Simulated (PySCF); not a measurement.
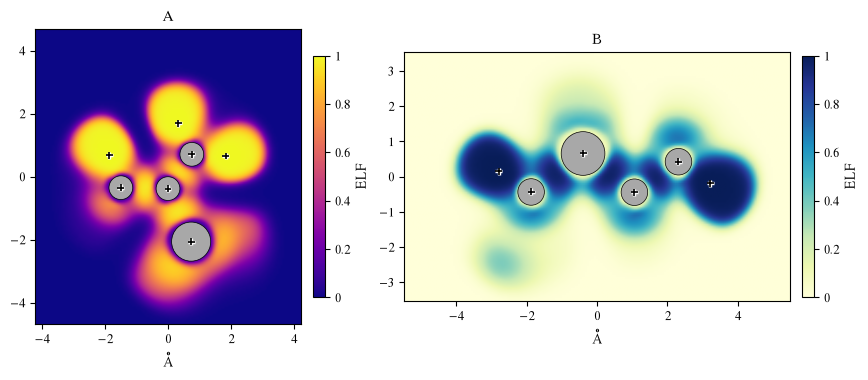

The electron localisation function of 2 systems, each on a plane through atoms (crosses mark nuclei in the plane; grey discs cover the cores).

Method: PBE0/def2-SVPD, SCF density, gas phase in PySCF 2.14.0.

System 1: C6H10P2, the plane of atoms C2, C3 and H11. Geometry: GFN2-xTB.

```xyz
18

C    -1.3544    0.8100   -1.7741
C    -1.6496    0.5024   -0.5196
C    -2.0531   -0.8684   -0.0742
P    -1.7099    1.7861    0.7967
P     0.2379    2.1900    1.2489
C     1.2247    1.1345    0.1423
C     1.4883   -0.1469    0.3593
C     2.3373   -0.9936   -0.5259
H    -1.3660    0.0681   -2.5572
H    -1.0871    1.8121   -2.0680
H    -2.0586   -1.5633   -0.9112
H    -3.0477   -0.8386    0.3707
H    -1.3631   -1.2359    0.6855
H     1.6708    1.6494   -0.7013
H     1.0685   -0.6463    1.2244
H     3.1716   -1.4096    0.0386
H     1.7540   -1.8278   -0.9161
H     2.7275   -0.4158   -1.3602
```

System 2: C4H11OPS, the plane of atoms C1, C2 and P3. Geometry: GFN2-xTB.

```yaml
atoms:
  - { symbol: C, position_ang: [-2.7516, -0.1688, -0.7762] }
  - { symbol: C, position_ang: [-1.4264, -0.7594, -0.3164] }
  - { symbol: P, position_ang: [-0.3753, 0.6017, 0.2998] }
  - { symbol: O, position_ang: [-0.1408, 1.6807, -0.6624] }
  - { symbol: C, position_ang: [1.1550, -0.1795, 0.9562] }
  - { symbol: S, position_ang: [1.9700, -1.0786, -0.4023] }
  - { symbol: C, position_ang: [2.7619, 0.3083, -1.2595] }
  - { symbol: H, position_ang: [-3.3836, -0.9317, -1.2262] }
  - { symbol: H, position_ang: [-3.2832, 0.2730, 0.0662] }
  - { symbol: H, position_ang: [-2.5696, 0.6145, -1.5103] }
  - { symbol: H, position_ang: [-0.8934, -1.2193, -1.1544] }
  - { symbol: H, position_ang: [-1.5673, -1.5106, 0.4613] }
  - { symbol: H, position_ang: [-1.0218, 1.0311, 1.4651] }
  - { symbol: H, position_ang: [0.9250, -0.9099, 1.7292] }
  - { symbol: H, position_ang: [1.8406, 0.5746, 1.3454] }
  - { symbol: H, position_ang: [3.2030, -0.1000, -2.1628] }
  - { symbol: H, position_ang: [3.5361, 0.7280, -0.6223] }
  - { symbol: H, position_ang: [2.0126, 1.0523, -1.5067] }
```

Question: Match each panel to its system.

Answer: Panel A is system 1, C6H10P2: the plane holds C, P and H. C–C (1.33 Å): the ELF peaks at about 0.90 between the atoms (a multiple bond). Panel B is system 2, C4H11OPS: the plane holds C, P and H. C–C (1.52 Å): the ELF peaks at about 0.95 between the atoms; localised, covalent bonding.
